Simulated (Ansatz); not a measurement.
Level of theory: PBE (plane waves to 420 eV, PAW; Ansatz, a first-principles code).

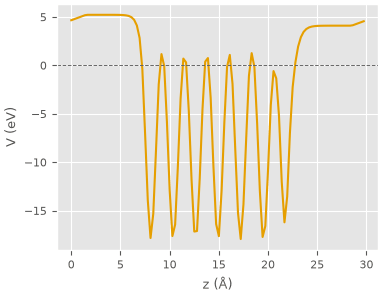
Plane-averaged electrostatic potential energy along the normal, in eV from the Fermi level, for a constructed model of the (111) surface of fcc Pd, a pseudomorphic layer of Mg in the host's stacking (bottom of the slab: a bare face, its two planes held)

Set-up: 7 atoms, 13.8 Å thick at the start; mesh 15x15x1; 0.1 eV smearing; dipole correction on; 2 atoms held, the rest relaxed; held to the start's symmetry, so lower structures may exist; no spin, no spin-orbit, no U. In PBE it lies 0.01 eV a 1x1 cell over the lowest computed structure of the same composition (a pseudomorphic layer of Mg in the other hollow).

**Question.** The surface cell has an area of 6.73 Å². What dipole along the normal does the step between the two vacuum levels imply?

**Answer.** the top vacuum level lies 1.12 eV below the bottom one; p = −ε₀ A ΔV (ε₀ = 0.005526 e/(V·Å)) gives 0.04 e·Å a cell.
